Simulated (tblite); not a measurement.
# C5H9O2PSi2: the cost of one run

Computed with tblite 0.8.0 and PySCF 2.14.0, with density-fitted response routines of our own, on a single molecule in the gas phase. Atoms are numbered from 0 throughout.

### 1 The starting structure

19 atoms, charge 0, multiplicity 1; geometry from: force field or distance geometry start.

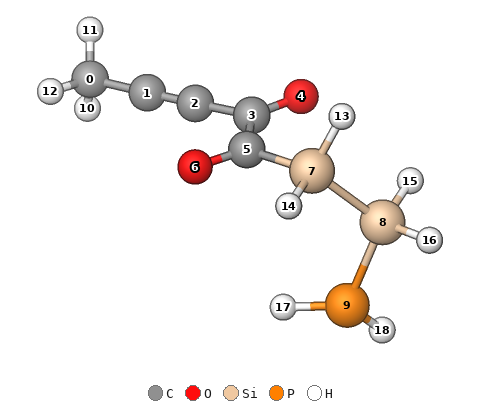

As it starts; carbon grey, oxygen red, silicon light orange, phosphorus orange, hydrogen white, atoms numbered.

### 2 Optimising the geometry with GFN2-xTB

The job: settings as JSON, then the geometry in Å.

```
{"job": {"kind": "relax", "xc": "GFN2-xTB", "basis": "xTB"}, "charge": 0, "multiplicity": 1}
C     -4.134400     0.001100     2.012000
C     -2.903500    -0.226700     1.250400
C     -1.880500    -0.441500     0.636800
C     -0.686300    -0.681000    -0.152800
O     -0.067700    -1.777700    -0.045600
C     -0.273900     0.405300    -1.021000
O     -0.955500     1.479700    -1.053200
Si     1.216900     0.339500    -2.091200
Si     3.094500    -0.102100    -0.983300
P      3.497700     1.358000     0.587400
H     -3.844000     0.176800     3.061000
H     -4.784300    -0.885600     1.863900
H     -4.655100     0.942500     1.649500
H      1.071600    -0.714500    -3.110600
H      1.309300     1.636200    -2.798200
H      3.009000    -1.492300    -0.501100
H      4.214400    -0.018300    -1.953500
H      2.367700     2.113500     1.022500
H      4.394100     0.926700     1.619400
```

Run with:

```console
OMP_NUM_THREADS=1 python probes_run.py task.json out
```

The driver reads the jobs from task.json and runs them one after another.

**Question.** How long does this first job take on 1 thread of Arm Neoverse V1, shared host, and how much memory does it need?

About 2.9 s, with a peak of 0.18 GiB.
